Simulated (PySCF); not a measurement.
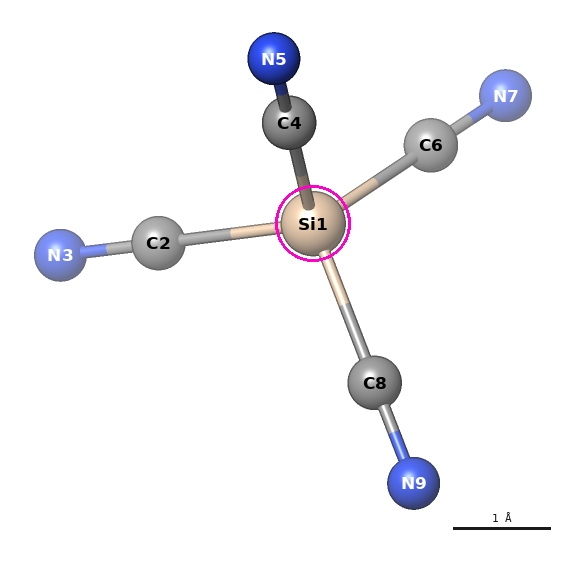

Orthographic view. Distant atoms are faded towards the background colour. Computed geometry: PBE0-D3(BJ)/def2-SVP optimisation. No frequency run is at hand to confirm it as a minimum.

Q: Which atoms are bonded to the circled atom?

A: The circled atom is Si1; it is bonded to C2, C4, C6, C8.

Q: Which atom is nearest the viewer?

A: N5, 2.4 Å in front of the mean position.

Q: Of Si1 and C6, which is nearer the viewer?

A: Si1; the bond to C6 points away from the viewer, so it looks shorter than its 1.83 Å.
